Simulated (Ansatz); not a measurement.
# BrGaH4O: two geometries relaxed, part 1 of 2

Aim: relax the geometries before and after the reaction (exchange4), and see whether they are two minima and how far apart in energy. Meant to form: Ga1–O6, H5–Br2; to break: Ga1–Br2, H5–O6. The start is a guess near the saddle point, from which both ends are pulled out.

All numbers below are computed with Ansatz 0.2.0 (RKS B3LYP-D4/def2-SVP).

### 1 Starting point

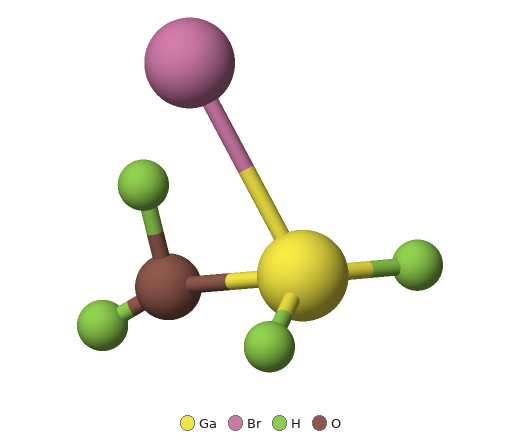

Start, viewed from a free direction; gallium yellow, bromine pink, hydrogen green, oxygen brown.

Structure file:

```xyz
7

Ga   -1.0280   -0.2985   -0.2253
Br    1.0864   -1.9456    0.6622
H    -1.3250   -0.5542   -1.7158
H    -1.9803    0.0073    0.9526
H     1.3716   -0.0194    0.2451
O     0.7328    1.0094   -0.1334
H     1.1425    1.8010    0.2146
```

### 2 Pulling towards end A

Springs on the bonds that form and break draw the guess towards this end; the thresholds are loose.

Input file input.yaml:

```yaml
crystal:
  periodic: [false, false, false]
  atoms:
    - { symbol: Ga, position_ang: [-1.028, -0.2985, -0.2253] }
    - { symbol: Br, position_ang: [1.0864, -1.9456, 0.6622] }
    - { symbol: H, position_ang: [-1.325, -0.5542, -1.7158] }
    - { symbol: H, position_ang: [-1.9803, 0.0073, 0.9526] }
    - { symbol: H, position_ang: [1.3716, -0.0194, 0.2451] }
    - { symbol: O, position_ang: [0.7328, 1.0094, -0.1334] }
    - { symbol: H, position_ang: [1.1425, 1.801, 0.2146] }
basis:
  gaussian: { orbitals: def2-SVP }
hamiltonian:
  xc: b3lyp
  dispersion: d4
relax:
  f_tol: 0.15
  max_steps: 25
  restrain:
    - { distance: [0, 5], at: 3.18, k: 30.0 }
    - { distance: [4, 1], at: 2.81, k: 30.0 }
    - { distance: [0, 1], at: 2.42, k: 30.0 }
    - { distance: [4, 5], at: 0.97, k: 30.0 }
output:
  orbitals: {}
```

Launch:

```console
> ansatz run input.yaml --threads 2 --pin off --max-ram 3072MiB --backend cpu --events-out ev --progress --plain --runs-dir out
```

The log of the run, cut to the lines that bear on the results:

```text
Warning: RAYON_NUM_THREADS=2 ignored (pool sized by the plan → 2); use --threads N
[...]
Functional definition: B3LYP
[...]
1025 factors; integrals over basis functions are off by at most 4.0e-4 eV
[...]
mean field -124522.38733065 eV, -4576.1133300956 hartree, gradient 1.1e-5 eV, S^2 0.000000; 0 other end points of the search recorded, 0 dependent functions left out
[...]
reference -124522.38758297 eV, -4576.1133393683 hartree; 39, 39 occupied and 59, 59 virtual orbitals, 1025 factors
relax step   1: F+E_penalty+E_count = -124522.60132945 eV  Δ(F+E_penalty+E_count) = +0.000e0 eV  max|allowed force component| = 4.063e0 eV/Å  E_restraint = 28.37519181 eV  max|allowed force component, restraints' pulls added| = 3.339e1 eV/Å  Δτ_max = 0.0000 Å  (26 SCF iters, accepted)
[...]
relax step   7: F+E_penalty+E_count = -124523.34664781 eV  Δ(F+E_penalty+E_count) = -9.981e-2 eV  max|allowed force component| = 7.583e-1 eV/Å  E_restraint = 0.01313518 eV  max|allowed force component, restraints' pulls added| = 3.965e-1 eV/Å  Δτ_max = 0.0958 Å  (29 SCF iters, accepted)
[...]
relax step   8: F+E_penalty+E_count = -124523.37536994 eV  Δ(F+E_penalty+E_count) = -2.872e-2 eV  max|allowed force component| = 7.719e-1 eV/Å  E_restraint = 0.00869550 eV  max|allowed force component, restraints' pulls added| = 6.271e-2 eV/Å  Δτ_max = 0.0993 Å  (27 SCF iters, accepted)
  distance Ga 0 - O 5 = 3.1646 Å
  distance H 4 - Br 1 = 2.8103 Å
  distance Ga 0 - Br 1 = 2.4016 Å
  distance H 4 - O 5 = 0.9712 Å
1025 factors; integrals over basis functions are off by at most 3.8e-4 eV
[...]
mean field -124523.18264108 eV, -4576.1425572149 hartree, gradient 1.7e-5 eV, S^2 0.000000; 1 other end points of the search recorded, 0 dependent functions left out
[...]
reference -124523.18289266 eV, -4576.1425664604 hartree; 39, 39 occupied and 59, 59 virtual orbitals, 1025 factors
Total energy: -124523.37562152 eV, -4576.1496491154 hartree
Atom 0 at    -1.208400    -0.731654    -0.186798 Å, force     0.771884    -0.037432     0.195025 eV/Å
Atom 1 at     0.614233    -2.077247     0.610036 Å, force    -0.425988     0.313122    -0.177027 eV/Å
Atom 2 at    -1.442130    -0.820481    -1.722309 Å, force    -0.017654    -0.003079    -0.003878 eV/Å
Atom 3 at    -1.991453    -0.033089     0.968850 Å, force     0.009152     0.007644    -0.030482 eV/Å
Atom 4 at     1.638072     0.487407     0.088485 Å, force     0.019027     0.013676     0.002647 eV/Å
Atom 5 at     1.223003     1.292453    -0.262088 Å, force    -0.373895    -0.231217     0.026107 eV/Å
Atom 6 at     1.166675     1.882610     0.503824 Å, force     0.017474    -0.062714    -0.012393 eV/Å
Dipole moment:    -0.183091     0.306551     0.184393 e Å
```

Run time: 22 s. Hardware: 2 threads of Arm Neoverse V2, shared host; peak memory 0.22 GiB.

Relaxation path:

```
step  energy from step 1 (eV)  largest force component (eV/Å)
   1                   0.0000                          4.0631
   2                  -0.3601                          6.2298
   3                  -0.5567                          2.4915
   4                  -0.6594                          1.0206
   5                  -0.6455                          0.7704
  6x                  -0.6560                          2.0591
   7                  -0.7453                          0.7583
   8                  -0.7740                          0.7719
```

Step 1 is the start. 1 step was tried and not accepted (marked x). Energies and forces in the table leave out the springs, which the log lists apart; the run stops on the force with the springs' pull added.

After: Bond lengths: Ga1–Br2 2.402 Å, Ga1–H3 1.556 Å, Ga1–H4 1.561 Å, H5–O6 0.971 Å, O6–H7 0.969 Å. Angles: Br2–Ga1–H3 114.2°, Br2–Ga1–H4 112.7°, H3–Ga1–H4 132.9°, H5–O6–H7 104.2°.

Pairs that crossed the distance rule for bonds on the way: came closer H5–O6; moved apart Ga1–O6.

### 3 End point A

It starts where the restrained run ended.

Input file input.yaml:

```yaml
crystal:
  periodic: [false, false, false]
  atoms:
    - { symbol: Ga, position_ang: [-1.2084, -0.731654, -0.186798] }
    - { symbol: Br, position_ang: [0.614233, -2.077247, 0.610036] }
    - { symbol: H, position_ang: [-1.44213, -0.820481, -1.722309] }
    - { symbol: H, position_ang: [-1.991453, -0.033089, 0.96885] }
    - { symbol: H, position_ang: [1.638072, 0.487407, 0.088485] }
    - { symbol: O, position_ang: [1.223003, 1.292453, -0.262088] }
    - { symbol: H, position_ang: [1.166675, 1.88261, 0.503824] }
basis:
  gaussian: { orbitals: def2-SVP }
hamiltonian:
  xc: b3lyp
  dispersion: d4
relax:
  f_tol: 0.03
  max_steps: 50
output:
  orbitals: {}
```

Launch:

```console
> ansatz run input.yaml --threads 2 --pin off --max-ram 3072MiB --backend cpu --events-out ev --progress --plain --runs-dir out
```

The log of the run, cut to the lines that bear on the results:

```text
Warning: RAYON_NUM_THREADS=2 ignored (pool sized by the plan → 2); use --threads N
[...]
[... 1 set-up line as earlier in the session ...]
[...]
1025 factors; integrals over basis functions are off by at most 3.8e-4 eV
[...]
mean field -124523.18263223 eV, -4576.1425568898 hartree, gradient 2.5e-5 eV, S^2 0.000000; 0 other end points of the search recorded, 0 dependent functions left out
[...]
reference -124523.18288378 eV, -4576.1425661339 hartree; 39, 39 occupied and 59, 59 virtual orbitals, 1025 factors
relax step   1: F+E_penalty+E_count = -124523.37536109 eV  Δ(F+E_penalty+E_count) = +0.000e0 eV  max|allowed force component| = 7.717e-1 eV/Å  Δτ_max = 0.0000 Å  (25 SCF iters, accepted)
[...]
relax step   7: F+E_penalty+E_count = -124523.90056815 eV  Δ(F+E_penalty+E_count) = -5.280e-3 eV  max|allowed force component| = 4.830e-2 eV/Å  Δτ_max = 0.0275 Å  (25 SCF iters, accepted)
[...]
mean field -124523.68297752 eV, -4576.1609442399 hartree, gradient 4.1e-5 eV, S^2 0.000000; 1 other end points of the search recorded, 0 dependent functions left out
[...]
reference -124523.68321889 eV, -4576.1609531101 hartree; 39, 39 occupied and 59, 59 virtual orbitals, 1025 factors
Total energy: -124523.90204597 eV, -4576.1689948572 hartree
Atom 0 at    -0.849748    -0.455119    -0.162030 Å, force     0.009155     0.004364    -0.000970 eV/Å
Atom 1 at     0.677191    -2.100393     0.645078 Å, force     0.001368    -0.003511     0.000661 eV/Å
Atom 2 at    -1.199178    -0.617366    -1.674218 Å, force    -0.004615    -0.003052    -0.002525 eV/Å
Atom 3 at    -1.701053     0.204843     0.976753 Å, force     0.001260     0.006379     0.001449 eV/Å
Atom 4 at     1.533037     0.373259     0.000355 Å, force     0.012874    -0.006168     0.010621 eV/Å
Atom 5 at     0.787582     0.956598    -0.237781 Å, force    -0.016930     0.022995    -0.005372 eV/Å
Atom 6 at     0.752169     1.638177     0.451844 Å, force    -0.003112    -0.021008    -0.003864 eV/Å
Dipole moment:     0.255721     0.769643     0.098599 e Å
```

Wall time 22 s (2 threads of Arm Neoverse V2, shared host); peak memory 0.22 GiB.

Relaxation path:

```
step  energy from step 1 (eV)  largest force component (eV/Å)
   1                   0.0000                          0.7717
   2                  -0.1223                          1.0865
   3                  -0.2990                          0.8900
   4                  -0.4850                          0.4766
   5                  -0.4901                          0.6019
   6                  -0.5199                          0.3600
   7                  -0.5252                          0.0483
   8                  -0.5264                          0.0230
```

Step 1 is the start.

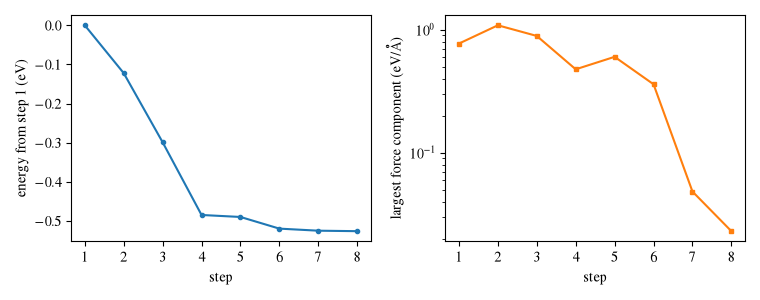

Energy and largest force along the relaxation.

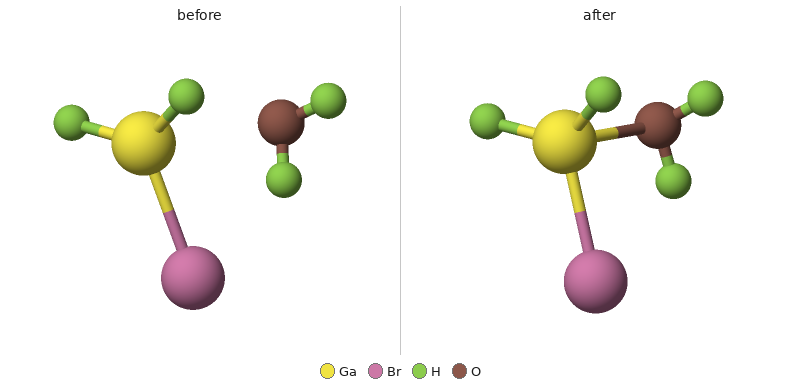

Before and after, at one scale.

After: Bond lengths: Ga1–Br2 2.385 Å, Ga1–H3 1.560 Å, Ga1–H4 1.568 Å, Ga1–O6 2.163 Å, H5–O6 0.976 Å, O6–H7 0.970 Å. Angles: Br2–Ga1–H3 113.5°, Br2–Ga1–H4 113.1°, Br2–Ga1–O6 88.7°, H3–Ga1–H4 128.8°, H3–Ga1–O6 101.7°, H4–Ga1–O6 99.3°, Ga1–O6–H5 100.3°, Ga1–O6–H7 113.9°, H5–O6–H7 105.9°.

Pairs that crossed the distance rule for bonds on the way: came closer Ga1–O6.

### 4 Pulling towards end B

Springs on the bonds that form and break draw the guess towards this end; the thresholds are loose.

Input file input.yaml:

```yaml
crystal:
  periodic: [false, false, false]
  atoms:
    - { symbol: Ga, position_ang: [-1.028, -0.2985, -0.2253] }
    - { symbol: Br, position_ang: [1.0864, -1.9456, 0.6622] }
    - { symbol: H, position_ang: [-1.325, -0.5542, -1.7158] }
    - { symbol: H, position_ang: [-1.9803, 0.0073, 0.9526] }
    - { symbol: H, position_ang: [1.3716, -0.0194, 0.2451] }
    - { symbol: O, position_ang: [0.7328, 1.0094, -0.1334] }
    - { symbol: H, position_ang: [1.1425, 1.801, 0.2146] }
basis:
  gaussian: { orbitals: def2-SVP }
hamiltonian:
  xc: b3lyp
  dispersion: d4
relax:
  f_tol: 0.15
  max_steps: 25
  restrain:
    - { distance: [0, 5], at: 1.88, k: 30.0 }
    - { distance: [4, 1], at: 1.51, k: 30.0 }
    - { distance: [0, 1], at: 3.72, k: 30.0 }
    - { distance: [4, 5], at: 2.27, k: 30.0 }
```

Launch:

```console
> ansatz run input.yaml --threads 2 --pin off --max-ram 3072MiB --backend cpu --events-out ev --progress --plain --runs-dir out
```

The log of the run:

```text
Warning: RAYON_NUM_THREADS=2 ignored (pool sized by the plan → 2); use --threads N
The last accepted step is kept in <dir> (removed where the run ends without a failure and the disk answers)
Engine: ansatz 0.2.0, aarch64-unknown-linux-gnu
[... 1 set-up line as earlier in the session ...]
  parameter a0 = 0.2
  parameter ax = 0.72
  parameter ac = 0.81
  exchange = (1 - a0 - ax)*slater_x + ax*b88_x + a0*exact_x
  correlation = (1 - ac)*vwn_rpa_c + ac*lyp_c
1025 factors; integrals over basis functions are off by at most 4.0e-4 eV
mean field evaluation 1: about -124517.9631 eV, gradient 5.1e1 eV
mean field evaluation 2: about -124505.6483 eV, gradient 9.5e1 eV
mean field evaluation 4: about -124522.3332 eV, gradient 5.6e0 eV
mean field evaluation 8: about -124522.3873 eV, gradient 3.2e-2 eV
mean field -124522.38733065 eV, -4576.1133300956 hartree, gradient 1.1e-5 eV, S^2 0.000000; 0 other end points of the search recorded, 0 dependent functions left out
the calculation of the forces begins
reference -124522.38758297 eV, -4576.1133393683 hartree; 39, 39 occupied and 59, 59 virtual orbitals, 1025 factors
relax step   1: F+E_penalty+E_count = -124522.60132945 eV  Δ(F+E_penalty+E_count) = +0.000e0 eV  max|allowed force component| = 4.063e0 eV/Å  E_restraint = 32.06423442 eV  max|allowed force component, restraints' pulls added| = 3.595e1 eV/Å  Δτ_max = 0.0000 Å  (26 SCF iters, accepted)
  distance Ga 0 - O 5 = 2.1953 Å
  distance H 4 - Br 1 = 1.9914 Å
  distance Ga 0 - Br 1 = 2.8233 Å
  distance H 4 - O 5 = 1.2688 Å
these checks for a lower state are left out or cut short: starts, cluster_reference, orbital_swaps, neighbouring_geometries, increment
1025 factors; integrals over basis functions are off by at most 3.6e-4 eV
mean field evaluation 16: about -124520.9237 eV, gradient 1.4e1 eV
mean field -124521.64935952 eV, -4576.0862101570 hartree, gradient 7.3e-5 eV, S^2 0.000000; 0 other end points of the search recorded, 0 dependent functions left out
the calculation of the forces begins
reference -124521.64961647 eV, -4576.0862195998 hartree; 39, 39 occupied and 59, 59 virtual orbitals, 1025 factors
relax step   2: F+E_penalty+E_count = -124521.86101619 eV  Δ(F+E_penalty+E_count) = +7.403e-1 eV  max|allowed force component| = 2.433e0 eV/Å  E_restraint = 15.49126230 eV  max|allowed force component, restraints' pulls added| = 2.613e1 eV/Å  Δτ_max = 0.1949 Å  (32 SCF iters, accepted)
  distance Ga 0 - O 5 = 2.1092 Å
  distance H 4 - Br 1 = 1.8094 Å
  distance Ga 0 - Br 1 = 3.1042 Å
  distance H 4 - O 5 = 1.5550 Å
these checks for a lower state are left out or cut short: starts, cluster_reference, orbital_swaps, neighbouring_geometries, increment
1025 factors; integrals over basis functions are off by at most 6.7e-4 eV
mean field -124521.64129079 eV, -4576.0859136366 hartree, gradient 8.8e-6 eV, S^2 0.000000; 0 other end points of the search recorded, 0 dependent functions left out
the calculation of the forces begins
reference -124521.64155003 eV, -4576.0859231634 hartree; 39, 39 occupied and 59, 59 virtual orbitals, 1025 factors
relax step   3: F+E_penalty+E_count = -124521.84631079 eV  Δ(F+E_penalty+E_count) = +1.471e-2 eV  max|allowed force component| = 2.300e0 eV/Å  E_restraint = 5.37396114 eV  max|allowed force component, restraints' pulls added| = 1.481e1 eV/Å  Δτ_max = 0.1950 Å  (33 SCF iters, accepted)
  distance Ga 0 - O 5 = 2.0229 Å
  distance H 4 - Br 1 = 1.6392 Å
  distance Ga 0 - Br 1 = 3.3141 Å
  distance H 4 - O 5 = 1.8745 Å
these checks for a lower state are left out or cut short: starts, cluster_reference, orbital_swaps, neighbouring_geometries, increment
1025 factors; integrals over basis functions are off by at most 1.1e-3 eV
mean field evaluation 32: about -124522.0156 eV, gradient 8.2e-3 eV
mean field -124522.01969204 eV, -4576.0998196261 hartree, gradient 8.8e-5 eV, S^2 0.000000; 0 other end points of the search recorded, 0 dependent functions left out
the calculation of the forces begins
reference -124522.01995303 eV, -4576.0998292172 hartree; 39, 39 occupied and 59, 59 virtual orbitals, 1025 factors
relax step   4: F+E_penalty+E_count = -124522.21576142 eV  Δ(F+E_penalty+E_count) = -3.695e-1 eV  max|allowed force component| = 1.823e0 eV/Å  E_restraint = 0.39076872 eV  max|allowed force component, restraints' pulls added| = 3.572e0 eV/Å  Δτ_max = 0.1949 Å  (29 SCF iters, accepted)
  distance Ga 0 - O 5 = 1.8985 Å
  distance H 4 - Br 1 = 1.4933 Å
  distance Ga 0 - Br 1 = 3.5823 Å
  distance H 4 - O 5 = 2.1896 Å
these checks for a lower state are left out or cut short: starts, cluster_reference, orbital_swaps, neighbouring_geometries, increment
1025 factors; integrals over basis functions are off by at most 1.2e-3 eV
mean field -124522.23365037 eV, -4576.1076824496 hartree, gradient 8.2e-6 eV, S^2 0.000000; 0 other end points of the search recorded, 0 dependent functions left out
the calculation of the forces begins
reference -124522.23391299 eV, -4576.1076921007 hartree; 39, 39 occupied and 59, 59 virtual orbitals, 1025 factors
relax step   5: F+E_penalty+E_count = -124522.42295789 eV  Δ(F+E_penalty+E_count) = -2.072e-1 eV  max|allowed force component| = 9.540e-1 eV/Å  E_restraint = 0.04091602 eV  max|allowed force component, restraints' pulls added| = 1.250e0 eV/Å  Δτ_max = 0.1900 Å  (29 SCF iters, accepted)
  distance Ga 0 - O 5 = 1.8376 Å
  distance H 4 - Br 1 = 1.4818 Å
  distance Ga 0 - Br 1 = 3.7086 Å
  distance H 4 - O 5 = 2.2724 Å
these checks for a lower state are left out or cut short: starts, cluster_reference, orbital_swaps, neighbouring_geometries, increment
1025 factors; integrals over basis functions are off by at most 1.2e-3 eV
mean field -124522.36843127 eV, -4576.1126355563 hartree, gradient 1.0e-5 eV, S^2 0.000000; 0 other end points of the search recorded, 0 dependent functions left out
the calculation of the forces begins
reference -124522.36869201 eV, -4576.1126451383 hartree; 39, 39 occupied and 59, 59 virtual orbitals, 1025 factors
relax step   6: F+E_penalty+E_count = -124522.55831894 eV  Δ(F+E_penalty+E_count) = -1.354e-1 eV  max|allowed force component| = 9.348e-1 eV/Å  E_restraint = 0.03307074 eV  max|allowed force component, restraints' pulls added| = 6.948e-1 eV/Å  Δτ_max = 0.2000 Å  (28 SCF iters, accepted)
  distance Ga 0 - O 5 = 1.8426 Å
  distance H 4 - Br 1 = 1.4820 Å
  distance Ga 0 - Br 1 = 3.7175 Å
  distance H 4 - O 5 = 2.2659 Å
these checks for a lower state are left out or cut short: starts, cluster_reference, orbital_swaps, neighbouring_geometries, increment
1025 factors; integrals over basis functions are off by at most 1.1e-3 eV
mean field -124522.40509230 eV, -4576.1139828245 hartree, gradient 1.0e-5 eV, S^2 0.000000; 0 other end points of the search recorded, 0 dependent functions left out
the calculation of the forces begins
reference -124522.40535291 eV, -4576.1139924016 hartree; 39, 39 occupied and 59, 59 virtual orbitals, 1025 factors
relax step   7: F+E_penalty+E_count = -124522.59504446 eV  Δ(F+E_penalty+E_count) = -3.673e-2 eV  max|allowed force component| = 9.214e-1 eV/Å  E_restraint = 0.02538055 eV  max|allowed force component, restraints' pulls added| = 4.558e-1 eV/Å  Δτ_max = 0.2000 Å  (28 SCF iters, accepted)
  distance Ga 0 - O 5 = 1.8518 Å
  distance H 4 - Br 1 = 1.4808 Å
  distance Ga 0 - Br 1 = 3.7185 Å
  distance H 4 - O 5 = 2.2638 Å
these checks for a lower state are left out or cut short: starts, cluster_reference, orbital_swaps, neighbouring_geometries, increment
1025 factors; integrals over basis functions are off by at most 1.2e-3 eV
mean field -124522.41892082 eV, -4576.1144910132 hartree, gradient 6.9e-6 eV, S^2 0.000000; 0 other end points of the search recorded, 0 dependent functions left out
the calculation of the forces begins
reference -124522.41918153 eV, -4576.1145005941 hartree; 39, 39 occupied and 59, 59 virtual orbitals, 1025 factors
relax step   8: F+E_penalty+E_count = -124522.60970924 eV  Δ(F+E_penalty+E_count) = -1.466e-2 eV  max|allowed force component| = 8.914e-1 eV/Å  E_restraint = 0.02411537 eV  max|allowed force component, restraints' pulls added| = 2.254e-1 eV/Å  Δτ_max = 0.1185 Å  (29 SCF iters, accepted)
  distance Ga 0 - O 5 = 1.8538 Å
  distance H 4 - Br 1 = 1.4804 Å
  distance Ga 0 - Br 1 = 3.7185 Å
  distance H 4 - O 5 = 2.2632 Å
these checks for a lower state are left out or cut short: starts, cluster_reference, orbital_swaps, neighbouring_geometries, increment
1025 factors; integrals over basis functions are off by at most 1.1e-3 eV
mean field evaluation 64: about -124522.3818 eV, gradient 3.5e0 eV
mean field -124522.42732230 eV, -4576.1147997618 hartree, gradient 7.4e-5 eV, S^2 0.000000; 0 other end points of the search recorded, 0 dependent functions left out
the calculation of the forces begins
reference -124522.42758227 eV, -4576.1148093154 hartree; 39, 39 occupied and 59, 59 virtual orbitals, 1025 factors
relax step   9: F+E_penalty+E_count = -124522.61807794 eV  Δ(F+E_penalty+E_count) = -8.369e-3 eV  max|allowed force component| = 8.364e-1 eV/Å  E_restraint = 0.02501201 eV  max|allowed force component, restraints' pulls added| = 2.601e-2 eV/Å  Δτ_max = 0.0669 Å  (25 SCF iters, accepted)
  distance Ga 0 - O 5 = 1.8543 Å
  distance H 4 - Br 1 = 1.4793 Å
  distance Ga 0 - Br 1 = 3.7186 Å
  distance H 4 - O 5 = 2.2618 Å
1025 factors; integrals over basis functions are off by at most 1.1e-3 eV
mean field -124522.42732230 eV, -4576.1147997618 hartree, gradient 7.4e-5 eV, S^2 0.000000; 1 other end points of the search recorded, 0 dependent functions left out
the calculation of the forces begins
reference -124522.42758227 eV, -4576.1148093154 hartree; 39, 39 occupied and 59, 59 virtual orbitals, 1025 factors
Total energy: -124522.61833791 eV, -4576.1218194559 hartree
Atom 0 at    -1.108705     0.188602    -0.359356 Å, force     0.716255     0.369830     0.010466 eV/Å
Atom 1 at     1.614931    -2.039686     0.842637 Å, force     0.024914     0.836364    -0.406999 eV/Å
Atom 2 at    -1.340632    -0.570945    -1.697432 Å, force     0.008278    -0.015575     0.000335 eV/Å
Atom 3 at    -2.005482     0.352907     0.910005 Å, force    -0.022345     0.004736     0.019766 eV/Å
Atom 4 at     1.717712    -0.699393     0.225022 Å, force    -0.186240    -0.623830     0.325658 eV/Å
Atom 5 at     0.497984     1.114428    -0.356562 Å, force    -0.537620    -0.583904     0.035777 eV/Å
Atom 6 at     0.624191     1.654087     0.435687 Å, force    -0.003241     0.012379     0.014997 eV/Å
Dipole moment:    -0.216746     0.240127     0.148385 e Å
```

It took 25 s on 2 threads of Arm Neoverse V2, shared host; peak memory 0.23 GiB.

Relaxation path:

```
step  energy from step 1 (eV)  largest force component (eV/Å)
   1                   0.0000                          4.0631
   2                   0.7403                          2.4330
   3                   0.7550                          2.3003
   4                   0.3856                          1.8234
   5                   0.1784                          0.9540
   6                   0.0430                          0.9348
   7                   0.0063                          0.9214
   8                  -0.0084                          0.8914
   9                  -0.0167                          0.8364
```

Step 1 is the start. Energies and forces in the table leave out the springs, which the log lists apart; the run stops on the force with the springs' pull added.

After: Bond lengths: Ga1–H3 1.556 Å, Ga1–H4 1.563 Å, Br2–H5 1.479 Å, Ga1–O6 1.854 Å, O6–H7 0.967 Å. Angles: H3–Ga1–H4 131.6°, H3–Ga1–O6 112.0°, H4–Ga1–O6 116.3°, Ga1–O6–H7 113.1°.

Pairs that crossed the distance rule for bonds on the way: came closer Br2–H5; moved apart Ga1–Br2.

(Continued in part 2 of 2.)
